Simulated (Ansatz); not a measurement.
# H5OSi with multiplicity 2: two geometries relaxed, part 1 of 2

Aim: relax the geometries before and after the reaction (atom abstraction by a radical), and see whether they are two minima and how far apart in energy. Meant to form: H2–O6; to break: Si1–H2. The start is a guess near the saddle point, from which both ends are pulled out.

Program: Ansatz 0.2.0. Level of theory: UKS PBE/6-31G*. These are calculated values, not measurements.

### Step 1. The structure to begin with

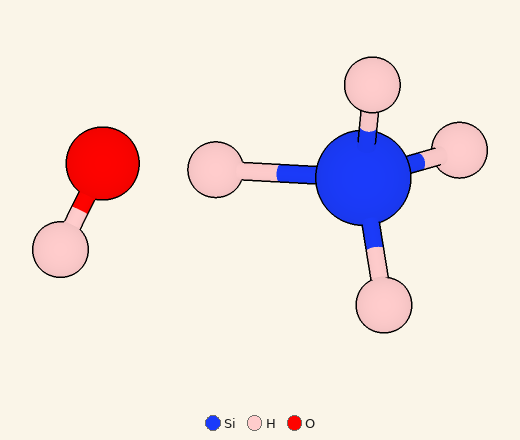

Start, viewed from a chosen angle; silicon blue, hydrogen pink, oxygen red.

Structure file:

```xyz
7

Si    0.0000    0.0000    0.0000
H     0.0000    0.0000    1.7100
H     1.3768    0.0000   -0.4862
H    -0.6877    1.1914   -0.4862
H    -0.6877   -1.1914   -0.4862
O     0.0000    0.0000    3.0200
H    -0.5144   -0.8011    3.3571
```

### Step 2. Pulling towards end A

Springs on the bonds that form and break draw the guess towards this end; the thresholds are loose.

input.yaml reads:

```yaml
crystal:
  periodic: [false, false, false]
  atoms:
    - { symbol: Si, position_ang: [0.0, 0.0, 0.0] }
    - { symbol: H, position_ang: [0.0, 0.0, 1.71] }
    - { symbol: H, position_ang: [1.3768, 0.0, -0.4862] }
    - { symbol: H, position_ang: [-0.6877, 1.1914, -0.4862] }
    - { symbol: H, position_ang: [-0.6877, -1.1914, -0.4862] }
    - { symbol: O, position_ang: [0.0, 0.0, 3.02] }
    - { symbol: H, position_ang: [-0.5144, -0.8011, 3.3571] }
magnetization:
  spin_polarized: true
  initial_magnetization: 1
basis:
  gaussian: { orbitals: "6-31G*" }
hamiltonian:
  xc: pbe
relax:
  f_tol: 0.15
  max_steps: 25
  restrain:
    - { distance: [1, 5], at: 2.21, k: 30.0 }
    - { distance: [0, 1], at: 1.46, k: 30.0 }
```

The run is started by

```bash
ansatz run input.yaml --threads 1 --pin off --max-ram 2048MiB --backend cpu --events-out ev --progress --plain --runs-dir out
```

What it wrote, shortened:

```text
Warning: RAYON_NUM_THREADS=1 ignored (pool sized by the plan → 1); use --threads N
[...]
Functional definition: PBE
[...]
573 factors; their error is unknown
[...]
mean field -9995.92993770 eV, -367.3436497260 hartree, gradient 1.5e-5 eV, S^2 0.753461; 1 other end points of the search recorded, 0 dependent functions left out
[...]
reference -9995.92996839 eV, -367.3436508536 hartree; 14, 13 occupied and 30, 31 virtual orbitals, 573 factors
relax step   1: F+E_penalty+E_count = -9995.92993770 eV  Δ(F+E_penalty+E_count) = +0.000e0 eV  max|allowed force component| = 1.467e0 eV/Å  E_restraint = 13.08750000 eV  max|allowed force component, restraints' pulls added| = 3.303e1 eV/Å  Δτ_max = 0.0000 Å  (44 SCF iters, accepted)
[...]
relax step   4: F+E_penalty+E_count = -9995.57914168 eV  Δ(F+E_penalty+E_count) = -6.373e-2 eV  max|allowed force component| = 7.927e-1 eV/Å  E_restraint = 0.00192211 eV  max|allowed force component, restraints' pulls added| = 3.773e-1 eV/Å  Δτ_max = 0.1950 Å  (74 SCF iters, accepted)
[...]
relax step   5: F+E_penalty+E_count = -9995.58315199 eV  Δ(F+E_penalty+E_count) = -4.010e-3 eV  max|allowed force component| = 6.790e-1 eV/Å  E_restraint = 0.00482331 eV  max|allowed force component, restraints' pulls added| = 5.396e-2 eV/Å  Δτ_max = 0.0087 Å  (71 SCF iters, accepted)
  distance H 1 - O 5 = 2.2042 Å
  distance Si 0 - H 1 = 1.4770 Å
573 factors; their error is unknown
[...]
mean field -9995.58315199 eV, -367.3309055861 hartree, gradient 2.4e-7 eV, S^2 0.751725; 4 other end points of the search recorded, 0 dependent functions left out
[...]
reference -9995.58318315 eV, -367.3309067312 hartree; 14, 13 occupied and 30, 31 virtual orbitals, 573 factors
Total energy: -9995.58318315 eV, -367.3309067312 hartree
Atom 0 at     0.007880     0.012258    -0.103807 Å, force     0.003007     0.004419    -0.497493 eV/Å
Atom 1 at     0.010376     0.017746     1.373147 Å, force    -0.000070     0.000657     0.678966 eV/Å
Atom 2 at     1.421699     0.005846    -0.597024 Å, force     0.000719    -0.001599    -0.002072 eV/Å
Atom 3 at    -0.704333     1.233238    -0.598099 Å, force    -0.001785    -0.000093    -0.002216 eV/Å
Atom 4 at    -0.700985    -1.215784    -0.590239 Å, force    -0.002158    -0.003659     0.001029 eV/Å
Atom 5 at    -0.005428    -0.010061     3.577111 Å, force    -0.033269    -0.051764    -0.177800 eV/Å
Atom 6 at    -0.542209    -0.844343     3.567410 Å, force     0.033557     0.052039    -0.000414 eV/Å
Dipole moment:    -0.177712    -0.275949    -0.103814 e Å
```

Wall time 17 s (1 thread of Arm Neoverse V1, shared host); peak memory 0.12 GiB.

Relaxation path:

```
step  energy from step 1 (eV)  largest force component (eV/Å)
   1                   0.0000                          1.4670
   2                   0.2193                          0.7582
   3                   0.4145                          2.1654
   4                   0.3508                          0.7927
   5                   0.3468                          0.6790
```

Step 1 is the start. Energies and forces in the table leave out the springs, which the log lists apart; the run stops on the force with the springs' pull added.

After: Bond lengths: Si1–H2 1.477 Å, Si1–H3 1.497 Å, Si1–H4 1.497 Å, Si1–H5 1.499 Å, O6–H7 0.992 Å. Angles: H2–Si1–H3 109.1°, H2–Si1–H4 109.1°, H2–Si1–H5 109.2°, H3–Si1–H4 110.1°, H3–Si1–H5 109.6°, H4–Si1–H5 109.6°.

Pairs that crossed the distance rule for bonds on the way: came closer Si1–H2.

### Step 3. End point A

It starts where the restrained run ended.

input.yaml reads:

```yaml
crystal:
  periodic: [false, false, false]
  atoms:
    - { symbol: Si, position_ang: [0.00788, 0.012258, -0.103807] }
    - { symbol: H, position_ang: [0.010376, 0.017746, 1.373147] }
    - { symbol: H, position_ang: [1.421699, 0.005846, -0.597024] }
    - { symbol: H, position_ang: [-0.704333, 1.233238, -0.598099] }
    - { symbol: H, position_ang: [-0.700985, -1.215784, -0.590239] }
    - { symbol: O, position_ang: [-0.005428, -0.010061, 3.577111] }
    - { symbol: H, position_ang: [-0.542209, -0.844343, 3.56741] }
magnetization:
  spin_polarized: true
  initial_magnetization: 1
basis:
  gaussian: { orbitals: "6-31G*" }
hamiltonian:
  xc: pbe
relax:
  f_tol: 0.03
  max_steps: 50
output:
  orbitals: {}
```

The run is started by

```bash
ansatz run input.yaml --threads 1 --pin off --max-ram 2048MiB --backend cpu --events-out ev --progress --plain --runs-dir out
```

What it wrote, shortened:

```text
Warning: RAYON_NUM_THREADS=1 ignored (pool sized by the plan → 1); use --threads N
[...]
Functional definition: PBE
[...]
573 factors; their error is unknown
[...]
mean field -9995.58315185 eV, -367.3309055810 hartree, gradient 4.1e-6 eV, S^2 0.751725; 3 other end points of the search recorded, 0 dependent functions left out
[...]
reference -9995.58318299 eV, -367.3309067253 hartree; 14, 13 occupied and 30, 31 virtual orbitals, 573 factors
relax step   1: F+E_penalty+E_count = -9995.58315185 eV  Δ(F+E_penalty+E_count) = +0.000e0 eV  max|allowed force component| = 6.790e-1 eV/Å  Δτ_max = 0.0000 Å  (92 SCF iters, accepted)
[...]
relax step   5: F+E_penalty+E_count = -9996.21299839 eV  Δ(F+E_penalty+E_count) = -3.315e-1 eV  max|allowed force component| = 1.995e0 eV/Å  Δτ_max = 0.1946 Å  (29 SCF iters, accepted)
[...]
relax step   9: F+E_penalty+E_count = -9996.64618409 eV  Δ(F+E_penalty+E_count) = -9.162e-2 eV  max|allowed force component| = 5.163e-1 eV/Å  Δτ_max = 0.1500 Å  (27 SCF iters, accepted)
[...]
relax step  13: F+E_penalty+E_count = -9996.80104695 eV  Δ(F+E_penalty+E_count) = -2.679e-2 eV  max|allowed force component| = 1.382e-1 eV/Å  Δτ_max = 0.1695 Å  (29 SCF iters, accepted)
[...]
relax step  17: F+E_penalty+E_count = -9996.84127521 eV  Δ(F+E_penalty+E_count) = -8.735e-3 eV  max|allowed force component| = 6.205e-1 eV/Å  Δτ_max = 0.0975 Å  (27 SCF iters, accepted)
[...]
relax step  18: F+E_penalty+E_count = -9996.82641210 eV  Δ(F+E_penalty+E_count) = +1.486e-2 eV  max|allowed force component| = 1.555e0 eV/Å  Δτ_max = 0.1430 Å  (30 SCF iters, rejected (line search))
[...]
573 factors; their error is unknown
mean field -9996.85083826 eV, -367.3774921971 hartree, gradient 1.4e-5 eV, S^2 0.752011; 0 other end points of the search recorded, 0 dependent functions left out
[...]
reference -9996.85087121 eV, -367.3774934080 hartree; 14, 13 occupied and 30, 31 virtual orbitals, 573 factors
```

### Step 4. The log goes on: end point A relaxed

The log, continued, shortened:

```text
relax step  19: F+E_penalty+E_count = -9996.85083826 eV  Δ(F+E_penalty+E_count) = -9.563e-3 eV  max|allowed force component| = 6.474e-1 eV/Å  Δτ_max = 0.0703 Å  (26 SCF iters, accepted)
[...]
relax step  22: F+E_penalty+E_count = -9996.87149530 eV  Δ(F+E_penalty+E_count) = -3.900e-4 eV  max|allowed force component| = 1.104e-1 eV/Å  Δτ_max = 0.0055 Å  (22 SCF iters, accepted)
[...]
relax step  25: F+E_penalty+E_count = -9996.87509108 eV  Δ(F+E_penalty+E_count) = -5.969e-4 eV  max|allowed force component| = 1.087e-1 eV/Å  Δτ_max = 0.0457 Å  (23 SCF iters, accepted)
[...]
relax step  28: F+E_penalty+E_count = -9996.87648841 eV  Δ(F+E_penalty+E_count) = -4.455e-4 eV  max|allowed force component| = 1.137e-1 eV/Å  Δτ_max = 0.0431 Å  (25 SCF iters, accepted)
[...]
reference -9996.87742750 eV, -367.3784693337 hartree; 14, 13 occupied and 30, 31 virtual orbitals, 573 factors
Total energy: -9996.87742750 eV, -367.3784693337 hartree
Atom 0 at    -0.209520     0.152212    -0.051087 Å, force     0.001307    -0.000018    -0.005546 eV/Å
Atom 1 at     0.400818     0.360683     2.848362 Å, force     0.003712    -0.002445    -0.001288 eV/Å
Atom 2 at     1.290163     0.217067    -0.046271 Å, force    -0.001195    -0.000774     0.002148 eV/Å
Atom 3 at    -0.711053     0.897519    -1.268771 Å, force    -0.001322     0.000578     0.001413 eV/Å
Atom 4 at    -0.677740    -1.271031    -0.148687 Å, force     0.001066     0.000148     0.000988 eV/Å
Atom 5 at     0.171320    -0.537576     2.532379 Å, force     0.002299     0.005880     0.001821 eV/Å
Atom 6 at    -0.776988    -0.619974     2.762575 Å, force    -0.005867    -0.003368     0.000464 eV/Å
Dipole moment:    -0.190820     0.185911     0.496897 e Å
```

Run time: 52 s. Hardware: 1 thread of Arm Neoverse V1, shared host; peak memory 0.12 GiB.

The steps of the relaxation, one in 2:

```
step  energy from step 1 (eV)  largest force component (eV/Å)
   1                   0.0000                          0.6790
   3                  -0.1289                          0.6503
   5                  -0.6298                          1.9945
   7                  -0.8483                          1.8579
   9                  -1.0630                          0.5163
  11                  -1.1368                          0.6376
  13                  -1.2179                          0.1382
 15x                  -1.0760                          2.8838
  17                  -1.2581                          0.6205
  19                  -1.2677                          0.6474
  21                  -1.2880                          0.1057
  23                  -1.2913                          0.0137
  25                  -1.2919                          0.1087
  27                  -1.2929                          0.1232
  29                  -1.2937                          0.0939
  31                  -1.2941                          0.0318
  32                  -1.2942                          0.0059
```

Step 1 is the start. 4 steps were tried and not accepted (marked x).

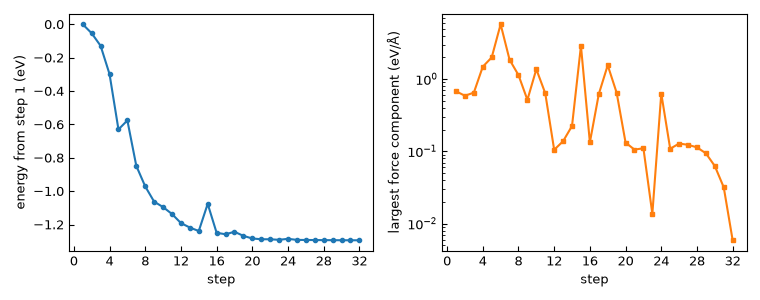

How energy and force went from step to step.

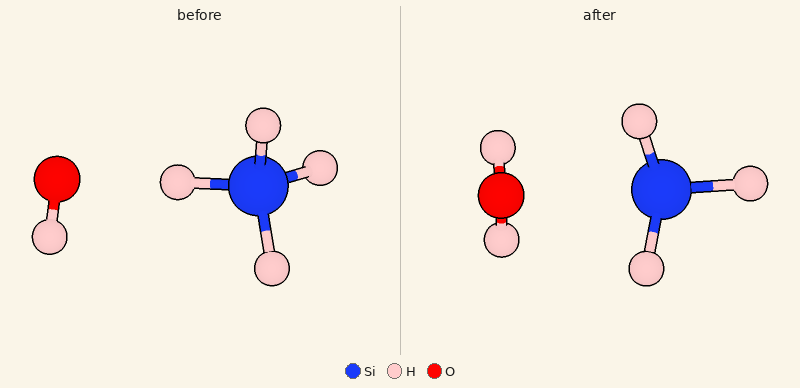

Before and after, at one scale.

After: Bond lengths: Si1–H3 1.501 Å, Si1–H4 1.513 Å, Si1–H5 1.501 Å, H2–O6 0.979 Å, O6–H7 0.979 Å. Angles: H3–Si1–H4 108.2°, H3–Si1–H5 110.7°, H4–Si1–H5 108.1°, H2–O6–H7 103.2°.

Pairs that crossed the distance rule for bonds on the way: came closer H2–O6; moved apart Si1–H2.

(Continued in part 2 of 2.)
